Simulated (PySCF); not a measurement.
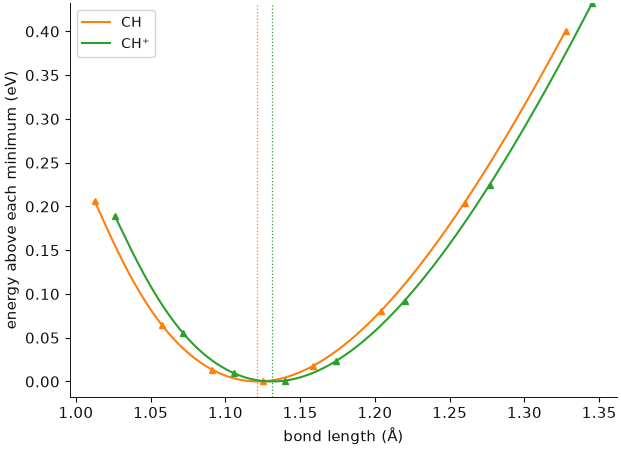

Bond curves of CH, doublet (excess alpha electrons: πy +1) and CH⁺, singlet, each counted from its own minimum; dotted lines mark the fitted bond lengths. CCSD(T)/def2-TZVPPD with PySCF 2.14.0, on the lowest solution that a PBE0 search found for each, one reference determinant (UHF and RHF) with the occupation held, inner shells frozen, no spin-orbit coupling.

What does removing an electron do to the bond?

re goes from 1.121 to 1.131 Å (+0.010 Å) and ωe from 2849 to 2848 cm⁻¹ (−0 %). The electron leaves a π orbital, which is nonbonding, since hydrogen has no valence orbital of that symmetry.

And the dissociation energies?

De is 3.55 eV for CH and 4.18 eV for CH⁺, each to its own lowest fragments (H + C; H + C⁺) in their ground configurations, without counterpoise.

Limits of at least one run: lowest determinant of a PBE0 search, another state may lie lower.
